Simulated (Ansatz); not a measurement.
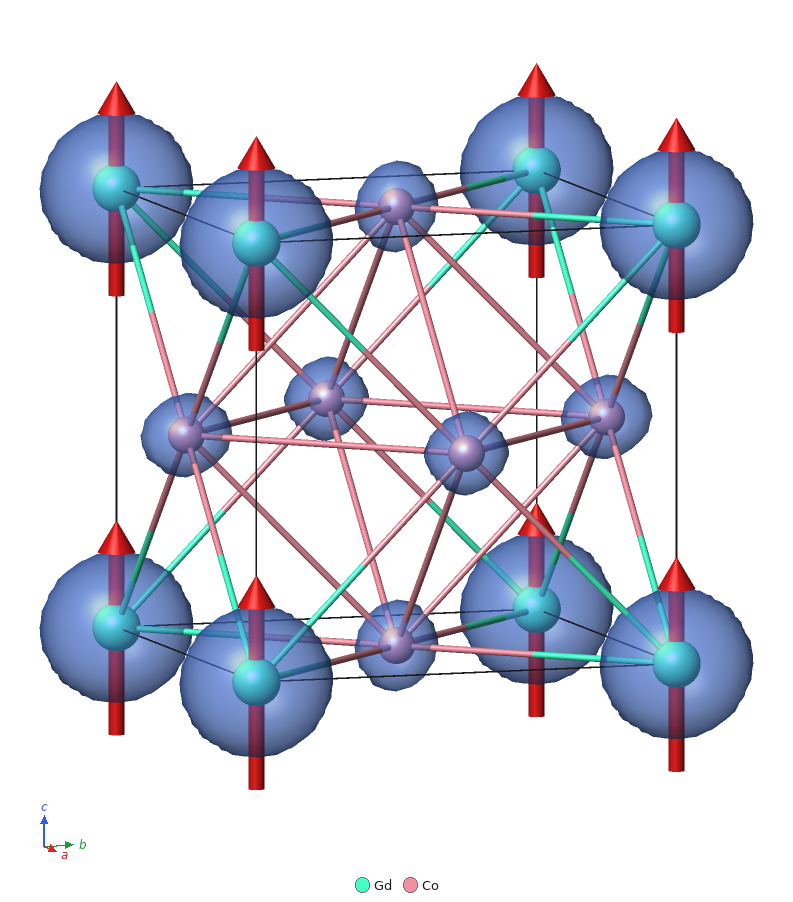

*GdCo3. Isosurface of the size of the magnetisation density at 1.5 e/Å³ (blue), with the spin moments of the magnetic sites as arrows; seen slightly off an axis.*

Space group Pm-3m; started from the AuCu3 prototype, which need not be the ambient phase; Hubbard U of 6 eV on Gd f only.

Method: DFT PBE+U, spin-orbit coupling, plane waves, PAW (Ansatz).

In a PAW calculation such maps are meaningful between the atoms, not at the nuclei.

Q: Describe the magnetic structure.

A: Spin moments: Gd 6.8 μB. There is one magnetic site in the cell, along [0 0 1] of the cell.
